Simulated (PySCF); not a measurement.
Input

```
{"job": {"kind": "sp", "xc": "TPSSh", "basis": "ma-def2-SVP", "d3": "d3bj", "grid": 3}, "charge": 0, "multiplicity": 1}
B      0.125391     0.670844     0.817834
B      0.666677    -0.827158    -0.122590
N      0.654490     0.615719    -0.608943
B     -0.775899    -0.733069     0.716357
B     -0.792445     0.151277    -0.701991
H      0.389300     1.535395     1.614164
H      1.532201    -1.627336    -0.371220
H      1.270851     1.196500    -1.179399
H     -1.500352    -1.416182     1.387595
H     -1.548868     0.438108    -1.594581
```

Run with:

```sh
OMP_NUM_THREADS=1 python redox_run.py task.json out
```

Geometry: BP86-D3(BJ)/ma-def2-SVP.

The calculation used PySCF 2.14.0, density-fitted response routines, DFT single point, gas phase, functional TPSSh.

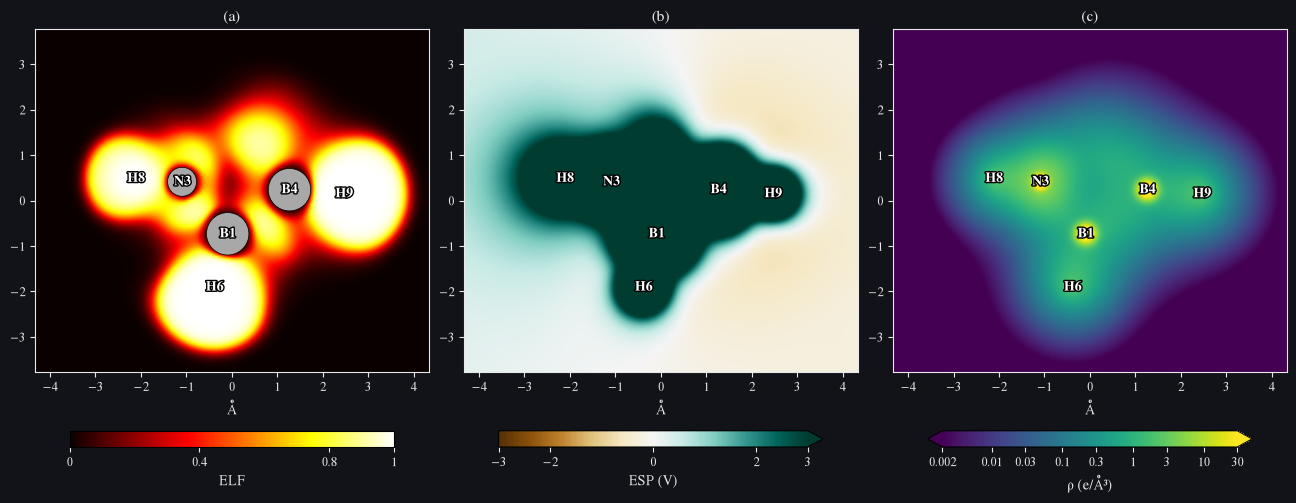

B$_{4}$H$_{5}$N. (a) electron localisation function; (b) electrostatic potential; (c) total electron density on the plane of atoms B1, B4 and H9. Grey discs cover the atomic cores in the ELF map.

Interpret the plot.

Answer. The section cuts through B, N and H sites. B–N (1.52 Å): ρ at the midpoint is about 1.4 e/Å³; the ELF peaks at about 0.85 between the atoms, as expected for a polar covalent bond. B–B (1.67 Å): the density is about 0.93 e/Å³ at the midpoint; the ELF peaks at about 0.85 between the atoms (a shared electron pair). N–H (1.02 Å): the density is about 2.8 e/Å³ at the midpoint; the ELF climbs to about 1 towards the hydrogen, as it does in any bond to H (a covalent bond by its length). B–H (1.20 Å): ρ is about 1.1 e/Å³ halfway; the ELF climbs to about 1 towards the hydrogen: an ordinary covalent bond to hydrogen. Outside the dense part of the molecule the potential is most negative (−0.7 V) near H9.
